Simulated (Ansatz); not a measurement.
## Electronic structure of C$_{2}$HF$_{2}$In (SMILES C#[C][In]([F])[F]) in real space

```xyz
6

C     1.6370   -0.2390    1.1719
C     0.6547   -0.0956    0.4685
F    -2.4154   -1.1726   -0.9291
F    -1.3785    1.7263   -1.7868
In   -1.0044    0.1467   -0.7189
H     2.5066   -0.3660    1.7944
```

Geometry: PBE0-D4/def2-SVP; core potentials replace the inner electrons of In.

These are results of isolated molecule in a Gaussian basis; Kohn-Sham density functional theory, functional PBE0 in Ansatz, not measurements.

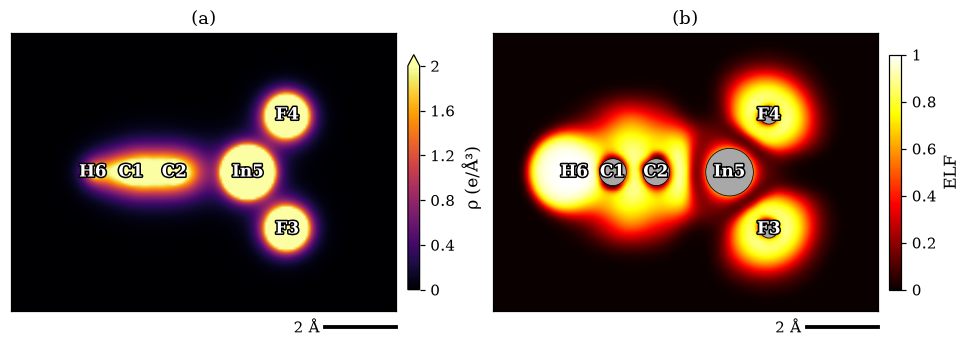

Figure 1. (a) electron density; (b) electron localisation function on the molecular plane. Grey discs cover the atomic cores in the ELF map.

Q: What do the fields say about this system?

A: Atoms in the plane: C, F, In and H. C–C (1.22 Å): ρ at the midpoint is about 2.8 e/Å³; the ELF peaks at about 0.85 between the atoms (a multiple bond). In–F (1.94 Å): ρ at the midpoint is about 0.81 e/Å³; the ELF peaks at about 0.80 in the valence shell of F, 0.5 Å from its nucleus, and drops to about 0.15 between the two atoms. C–In (2.05 Å): the density is about 0.77 e/Å³ at the midpoint; the ELF peaks at about 0.90 in the valence shell of C, 0.7 Å from its nucleus, and drops to about 0.20 between the two atoms. C–H (1.08 Å): ρ is about 2.1 e/Å³ halfway; the ELF climbs to about 1 towards the hydrogen, as it does in any bond to H; an ordinary covalent bond to hydrogen. The ELF also peaks beside F3 and F4, away from the bonds: lone-pair regions.

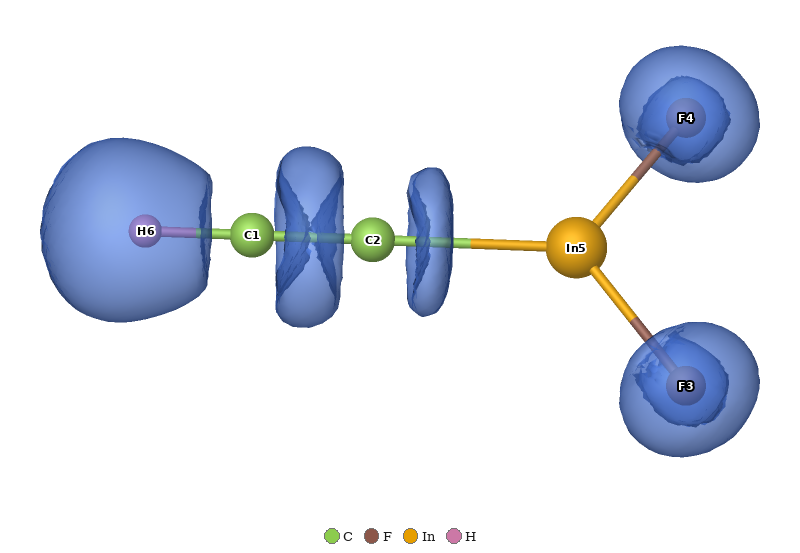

Figure 2. Isosurface of the electron localisation function at 0.8 (blue), seen at a tilt. Core shells and regions of very low density are left out.

Q: Where are the electrons localised?

A: The ELF exceeds this value in one region between bonded C–C atoms (shared pairs), one region around a hydrogen nucleus, one lobe of the valence shell of C pointing towards In (polar bonds) and two regions wrapped around F (the valence shell of each).

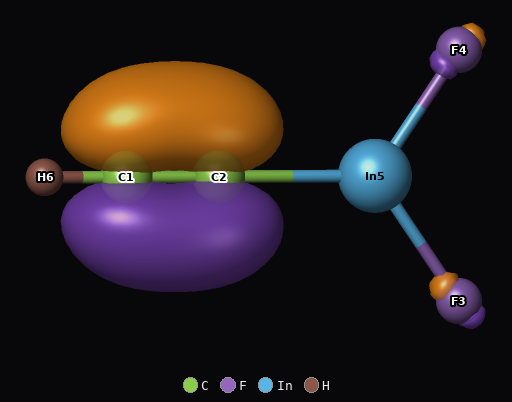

Figure 3. The HOMO at ±0.15 Å⁻³ᐟ² (orange and purple are the two phases), seen at a tilt.

Q: What is the character of this orbital?

A: It lies mainly on C1 (about 45 %) and C2 (about 45 %); it is symmetric in the molecular plane (an in-plane orbital: σ, lone-pair or in-plane π type). Its energy is −9.07 eV.
